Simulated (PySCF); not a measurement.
**C₈H₁₅PS: NMR shielding calculation**

C₈H₁₅PS, computed with GIAO PBE0/pcSseg-1 NMR shielding, non-relativistic, IEF-PCM chloroform (PySCF 2.14.0).

The geometry comes from this level: PBE0-D3(BJ)/def2-SVP. It belongs to a series of runs on one base structure; here: solvent chloroform. Figures and captions count atoms from 1; the log counts them from 0 in places.

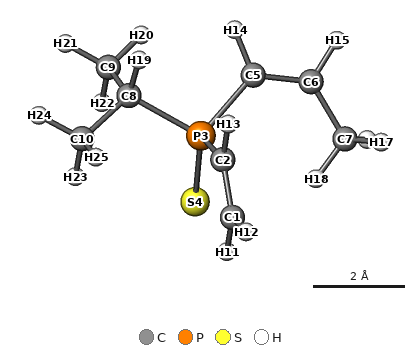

*The input geometry (ball-and-stick view, seen at a tilt; atoms are numbered from 1 in the order of the input).*

Bond lengths as drawn: C–C 1.33 to 1.52 Å, C–H 1.09 to 1.11 Å, C–P 1.82 to 1.85 Å and P–S 1.96 Å.

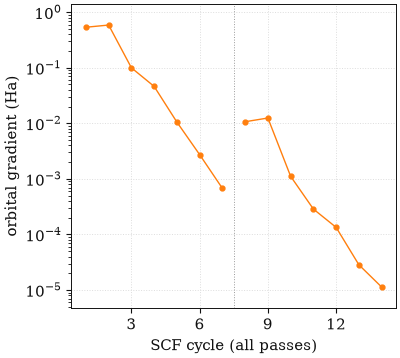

*Convergence of the self-consistent field: orbital gradient against the SCF cycle. The dotted line marks the change from a coarse to the final integration grid.*

The first 7 cycles use a coarse grid, the final grid takes over at cycle 8, and the field converges after 14 cycles in all.

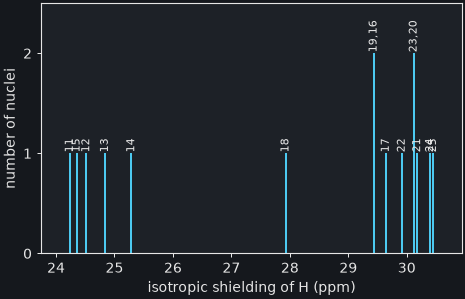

*Isotropic shieldings of the hydrogen nuclei in this fixed geometry, labelled by atom number; shielding grows to the right, so chemical shift grows to the left.*

The least shielded is H11 (24.2 ppm), the most shielded H25 (30.4 ppm).

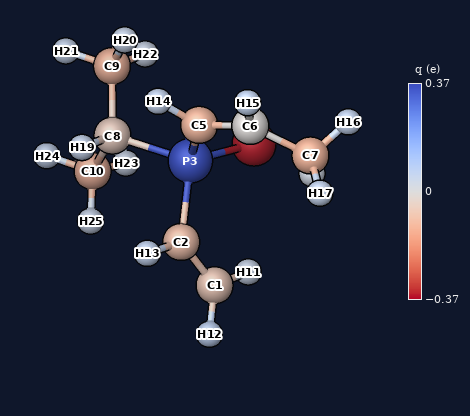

*Hirshfeld charges, as the colour of each atom (ball-and-stick view, seen at a tilt; atoms are numbered from 1 in the order of the input).*

By element: C −0.12 to −0.01, P +0.35, S −0.35 and H +0.02 to +0.06 e.

The input and output of the run follow.

## The input
```
{"job": {"kind": "nmr", "xc": "PBE0", "basis": "pcSseg-1", "solvent": "chloroform", "pop": true}, "charge": 0, "multiplicity": 1}
C     -1.463632     2.153064    -0.670057
C     -1.021826     1.342944     0.291243
P     -0.209519    -0.236269    -0.093129
S     -0.094645    -0.625709    -2.013109
C     -1.092074    -1.425516     0.956536
C     -2.315310    -1.922416     0.724377
C     -3.208112    -1.631722    -0.430255
C      1.444078    -0.109985     0.725675
C      2.186088    -1.435328     0.600923
C      2.231641     1.043928     0.119218
H     -1.331541     1.869972    -1.721433
H     -1.961060     3.100077    -0.440705
H     -1.140381     1.586247     1.354282
H     -0.559273    -1.732814     1.863813
H     -2.713798    -2.621059     1.472516
H     -3.536955    -2.572325    -0.901271
H     -4.121308    -1.120648    -0.081072
H     -2.716505    -1.017347    -1.196030
H      1.224971     0.102584     1.788908
H      1.641101    -2.269679     1.067477
H      3.173573    -1.364071     1.083101
H      2.332779    -1.684723    -0.461133
H      2.362575     0.883073    -0.962154
H      3.227368     1.110828     0.584188
H      1.722291     2.009117     0.257012
```

The first line tells a small driver script what to run in PySCF; the rest is the geometry in Å.

Launch command:
```bash
OMP_NUM_THREADS=1 python <driver script> task.json out
```

## The program's output
```
coarse grid: 21240 points
cycle   1  E = -1052.5556689671  dE =  1.035e+00  |g| = 5.361e-01  |ddm| = 4.563e+00
cycle   2  E = -1052.5465469836  dE =  9.122e-03  |g| = 5.871e-01  |ddm| = 1.337e+00
cycle   3  E = -1052.6317164698  dE = -8.517e-02  |g| = 9.990e-02  |ddm| = 8.109e-01
cycle   4  E = -1052.6339138112  dE = -2.197e-03  |g| = 4.618e-02  |ddm| = 1.763e-01
cycle   5  E = -1052.6344544765  dE = -5.407e-04  |g| = 1.053e-02  |ddm| = 4.841e-02
cycle   6  E = -1052.6344817417  dE = -2.727e-05  |g| = 2.735e-03  |ddm| = 1.360e-02
cycle   7  E = -1052.6344835533  dE = -1.812e-06  |g| = 6.757e-04  |ddm| = 4.245e-03
final grid: 193920 points
cycle   8  E = -1052.6986572892  dE = -5.485e-05  |g| = 1.069e-02  |ddm| = 5.184e-02
cycle   9  E = -1052.6986463337  dE =  1.096e-05  |g| = 1.247e-02  |ddm| = 2.335e-02
cycle  10  E = -1052.6986873777  dE = -4.104e-05  |g| = 1.113e-03  |ddm| = 1.357e-02
cycle  11  E = -1052.6986876908  dE = -3.131e-07  |g| = 2.867e-04  |ddm| = 1.652e-03
cycle  12  E = -1052.6986877073  dE = -1.652e-08  |g| = 1.342e-04  |ddm| = 3.578e-04
cycle  13  E = -1052.6986877117  dE = -4.411e-09  |g| = 2.848e-05  |ddm| = 1.359e-04
cycle  14  E = -1052.6986877119  dE = -1.846e-10  |g| = 1.133e-05  |ddm| = 3.691e-05
converged SCF energy = -1052.6986877119

GIAO shielding tensors (ppm)
atom      isotropic    diamagn.    paramagn.     s11        s22        s33       span
  0 C       40.074     256.006    -215.932    -88.818     32.989    176.052    264.869
  1 C       42.890     265.221    -222.331    -70.389     47.789    151.271    221.660
  2 P      289.101     968.533    -679.431    223.942    246.388    396.974    173.033
  3 S      824.108    1061.729    -237.622    724.175    824.500    923.648    199.473
  4 C       54.968     267.296    -212.328    -45.942     70.153    140.693    186.635
  5 C       22.016     254.559    -232.543   -104.897     12.977    157.968    262.865
  6 C      164.907     249.867     -84.960    149.390    169.705    175.626     26.236
  7 C      151.638     256.282    -104.645    140.522    149.171    165.220     24.698
  8 C      168.766     247.822     -79.056    156.781    162.856    186.663     29.882
  9 C      169.469     248.074     -78.605    155.213    165.805    187.390     32.177
 10 H       24.237      32.354      -8.118     19.603     22.518     30.588     10.985
 11 H       24.518      28.445      -3.927     21.487     24.021     28.047      6.560
 12 H       24.838      33.844      -9.006     22.684     24.111     27.719      5.034
 13 H       25.288      34.402      -9.114     22.542     23.841     29.481      6.939
 14 H       24.353      28.889      -4.536     21.891     23.551     27.617      5.726
 15 H       29.446      26.535       2.911     26.066     26.345     35.928      9.862
 16 H       29.642      27.335       2.308     25.953     26.986     35.988     10.035
 17 H       27.927      31.869      -3.943     20.781     27.347     35.653     14.872
 18 H       29.422      35.274      -5.853     26.392     26.977     34.896      8.505
 19 H       30.122      30.913      -0.791     24.490     28.999     36.876     12.387
 20 H       30.179      28.954       1.225     25.221     27.346     37.971     12.749
 21 H       29.915      30.606      -0.691     24.790     30.743     34.211      9.421
 22 H       30.115      30.989      -0.874     25.178     31.022     34.145      8.967
 23 H       30.398      29.363       1.035     25.342     27.665     38.188     12.845
 24 H       30.449      31.178      -0.729     24.397     30.072     36.878     12.481
```

## Key numbers

| quantity | value |
| --- | --- |
| outcome | converged |
| total energy | −1052.698688 hartree |
| HOMO | −6.52 eV |
| LUMO | −0.82 eV |
| dipole moment | 5.65 D |
| isotropic shielding, C | 22.0 to 169.5 ppm |
| isotropic shielding, P | 289.1 ppm |
| isotropic shielding, S | 824.1 ppm |
| isotropic shielding, H | 24.2 to 30.4 ppm |
| hardware | 1 CPU thread, shared host |
| wall time | 72 s |
| peak memory | 1.4 GiB |
